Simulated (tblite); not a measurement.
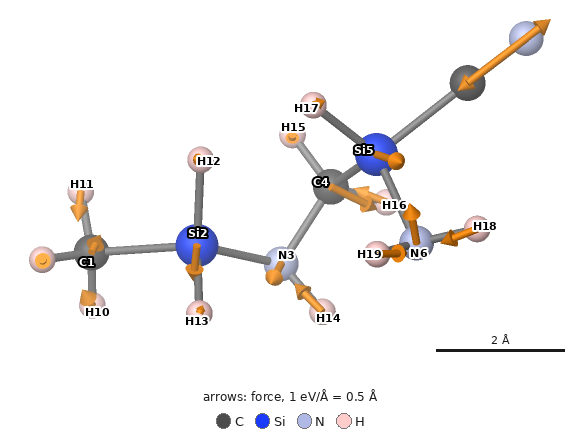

Starting geometry of C$_{3}$H$_{11}$N$_{3}$Si$_{2}$ with the computed forces as orange arrows. The picture is a ball-and-stick view, seen from a free direction.

Computed with GFN2-xTB geometry optimisation, gas phase (tblite 0.8.0). 

Is this structure relaxed? If not, where do the atoms go?

Answer. It isn't relaxed: the largest force vector, on a C atom, is 3.35 eV/Å. The final displacements have little in common with the starting forces (cosine between the two patterns 0.12). Over 186 geometry steps the energy falls by 93.3 kJ/mol. The largest move after the best rigid fit is that of an H atom, 1.74 Å. Largest moves by element: H 1.74 Å, N 0.70 Å, Si 0.66 Å, C 0.54 Å. Among the contacts that change: Si–Si 3.176 → 3.791 Å, N–Si 1.798 → 1.720 Å, C–Si 1.846 → 1.914 Å, H–N 1.055 → 1.008 Å. Bond angles that change, for instance: Si–N–C 109.8° → 124.6°, Si–N–H 110.4° → 120.0°, Si–N–H 109.9° → 118.6°. Groups turn about N–Si by about 45°.
